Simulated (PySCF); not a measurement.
## CH₉BOSi₂: a changed input and its effect

System: CH₉BOSi₂, SMILES BCO[SiH2][SiH3].
Method of run 1: TDDFT PBE0/def2-SVPD, vertical, gas phase, core orbitals frozen in the response (PySCF 2.14.0).

The geometry comes from this level: PBE0-D3(BJ)/def2-SVP. Text and figures count atoms from 1; the logs count them from 0 in places.

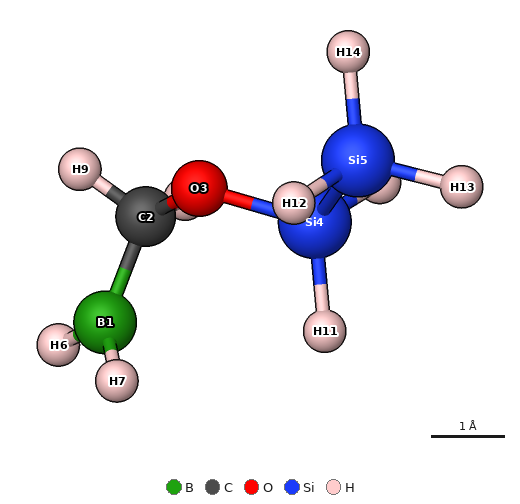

**Figure 1.** The input geometry (ball-and-stick view, seen at a tilt; atoms are numbered from 1 in the order of the input).

**Input, run 1**
```
{"job": {"kind": "uv", "xc": "PBE0", "basis": "def2-SVPD", "ip": true}, "charge": 0, "multiplicity": 1}
B     -2.661613     0.290106     0.173456
C     -1.570765     1.056859    -0.627128
O     -0.244567     1.031669    -0.151825
Si     0.764687    -0.286653    -0.325405
Si     2.754732     0.253405     0.777295
H     -3.797544     0.333954    -0.240836
H     -2.416836    -0.309592     1.193563
H     -1.632584     0.777338    -1.702937
H     -1.916715     2.114152    -0.629549
H      1.001316    -0.570307    -1.780900
H      0.137875    -1.520004     0.257052
H      2.492686     0.499326     2.228021
H      3.721260    -0.881893     0.647665
H      3.365974     1.477417     0.175418
```

The first line tells a small driver script what to run in PySCF; the rest is the geometry in Å.

Command:
```bash
OMP_NUM_THREADS=1 python <driver script> task.json out
```

Hardware: 1 CPU thread, shared host.

**Output (run 1)**
```
coarse grid: 12088 points
cycle   1  E = -721.6976781275  dE =  4.066e-02  |g| = 5.912e-01  |ddm| = 4.269e+00
cycle   2  E = -721.5500838607  dE =  1.476e-01  |g| = 1.046e+00  |ddm| = 1.892e+00
cycle   3  E = -721.7672589651  dE = -2.172e-01  |g| = 5.460e-02  |ddm| = 1.202e+00
cycle   4  E = -721.7679117779  dE = -6.528e-04  |g| = 1.537e-02  |ddm| = 1.026e-01
cycle   5  E = -721.7679849698  dE = -7.319e-05  |g| = 4.099e-03  |ddm| = 3.690e-02
cycle   6  E = -721.7679898341  dE = -4.864e-06  |g| = 7.978e-04  |ddm| = 7.332e-03
final grid: 105824 points
cycle   7  E = -721.8651935561  dE = -1.546e-05  |g| = 7.729e-03  |ddm| = 6.619e-02
cycle   8  E = -721.8651815758  dE =  1.198e-05  |g| = 1.119e-02  |ddm| = 1.832e-02
cycle   9  E = -721.8652055725  dE = -2.400e-05  |g| = 1.146e-03  |ddm| = 1.056e-02
cycle  10  E = -721.8652058910  dE = -3.185e-07  |g| = 9.421e-05  |ddm| = 1.354e-03
cycle  11  E = -721.8652058930  dE = -2.008e-09  |g| = 3.281e-05  |ddm| = 2.274e-04
cycle  12  E = -721.8652058934  dE = -3.693e-10  |g| = 6.509e-06  |ddm| = 7.478e-05
converged SCF energy = -721.8652058934

Static polarisability (au): isotropic 90.522, principal 78.284 81.650 111.632

Singlet excitations
state   eV       nm        f      main configurations
  1   4.8095    257.8   0.00126   H->L 0.97
  2   5.6994    217.5   0.01865   H-1->L 0.96
  3   6.1077    203.0   0.00289   H-4->L 0.86, H-5->L 0.09
  4   6.3269    196.0   0.00056   H->L+1 0.96
  5   6.4807    191.3   0.01159   H-2->L 0.92
  6   6.6781    185.7   0.01336   H-1->L+1 0.95
  7   6.9609    178.1   0.03015   H-3->L 0.78, H-6->L 0.14
  8   7.2977    169.9   0.02674   H->L+2 0.52, H->L+3 0.36
  9   7.3065    169.7   0.01007   H->L+3 0.52, H->L+2 0.42
 10   7.4061    167.4   0.00369   H->L+4 0.42, H-1->L+2 0.41

Triplet excitations (Tamm-Dancoff, eV): 4.3987 5.2733 5.5773 5.9247
Vertical ionisation energy (delta-SCF) = 9.8173 eV
Vertical electron affinity (delta-SCF) = -0.1932 eV
```

The input of run 2 differs as follows (lines with − go, lines with + come):
```diff
-"basis": "def2-SVPD"
-"ip": true
+"basis": "6-31G*"
```

Predict how the results change.

The total energy of run 2 is 146.2 kcal/mol lower, which measures the change of basis and not a stability. The HOMO goes from −7.88 to −7.61 eV. The LUMO goes from −1.57 to −1.22 eV. The dipole moment goes from 0.86 to 0.96 D. The lowest excitation goes from 4.81 to 4.85 eV. The strongest computed line goes from 6.96 to 7.20 eV. Diffuse functions give room to the loosely bound empty orbitals, which lowers the LUMO. The number of SCF iterations is the same. The basis functions go from 183 to 96.

**Output (run 2)**
```
coarse grid: 12088 points
cycle   1  E = -722.0778806093  dE =  7.195e-02  |g| = 6.101e-01  |ddm| = 3.105e+00
cycle   2  E = -721.9380937157  dE =  1.398e-01  |g| = 1.037e+00  |ddm| = 1.570e+00
cycle   3  E = -722.1526248556  dE = -2.145e-01  |g| = 4.989e-02  |ddm| = 1.102e+00
cycle   4  E = -722.1531615813  dE = -5.367e-04  |g| = 1.542e-02  |ddm| = 6.207e-02
cycle   5  E = -722.1532310469  dE = -6.947e-05  |g| = 4.267e-03  |ddm| = 2.027e-02
cycle   6  E = -722.1532356804  dE = -4.634e-06  |g| = 9.645e-04  |ddm| = 4.741e-03
final grid: 105824 points
cycle   7  E = -722.0981706719  dE = -8.457e-06  |g| = 7.329e-03  |ddm| = 1.395e-02
cycle   8  E = -722.0981622121  dE =  8.460e-06  |g| = 9.974e-03  |ddm| = 1.239e-02
cycle   9  E = -722.0981822267  dE = -2.001e-05  |g| = 1.009e-03  |ddm| = 7.294e-03
cycle  10  E = -722.0981824614  dE = -2.347e-07  |g| = 8.294e-05  |ddm| = 1.046e-03
cycle  11  E = -722.0981824630  dE = -1.627e-09  |g| = 2.530e-05  |ddm| = 1.037e-04
cycle  12  E = -722.0981824632  dE = -1.978e-10  |g| = 5.349e-06  |ddm| = 3.538e-05
converged SCF energy = -722.0981824632

Static polarisability (au): isotropic 74.768, principal 61.413 66.935 95.957

Singlet excitations
state   eV       nm        f      main configurations
  1   4.8540    255.4   0.00099   H->L 0.97
  2   5.8805    210.8   0.01959   H-1->L 0.93
  3   6.2776    197.5   0.00325   H-4->L 0.88
  4   6.3301    195.9   0.00082   H->L+1 0.95
  5   6.6276    187.1   0.01411   H-2->L 0.92
  6   6.8313    181.5   0.01223   H-1->L+1 0.96
  7   7.1977    172.3   0.02092   H-3->L 0.74, H-6->L 0.15
  8   7.5296    164.7   0.01142   H->L+2 0.72, H->L+3 0.23
  9   7.5556    164.1   0.00913   H->L+3 0.73, H->L+2 0.20
 10   7.8160    158.6   0.02072   H-1->L+2 0.89

Triplet excitations (Tamm-Dancoff, eV): 4.4277 5.4584 5.7378 6.0379
```

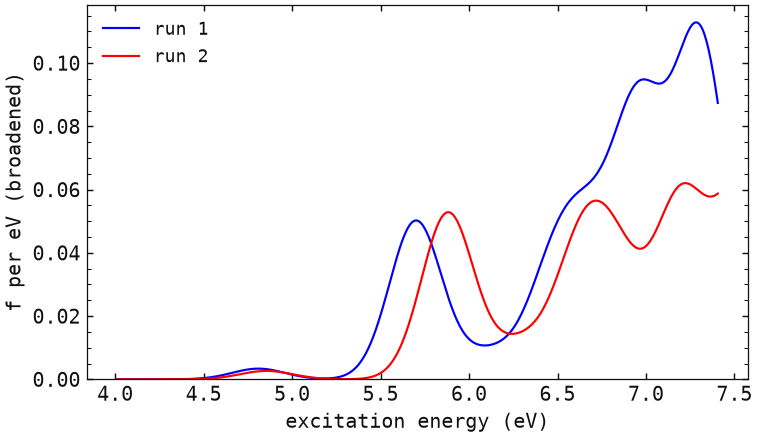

**Figure 2.** Absorption of the two runs from their computed states, each broadened by a Gaussian of 0.35 eV full width; the range ends where the shorter list of states ends.

**The two runs side by side**

```csv
quantity,run 1,run 2
outcome,converged,converged
total energy (hartree),−721.865206,−722.098182
HOMO (eV),−7.88,−7.61
LUMO (eV),−1.57,−1.22
dipole moment (D),0.86,0.96
lowest excitation (eV),4.81,4.85
SCF iterations,12,12
strongest computed line (eV),6.96,7.20
basis functions,183,96
wall time (shared host),1.9 min,10 s
```
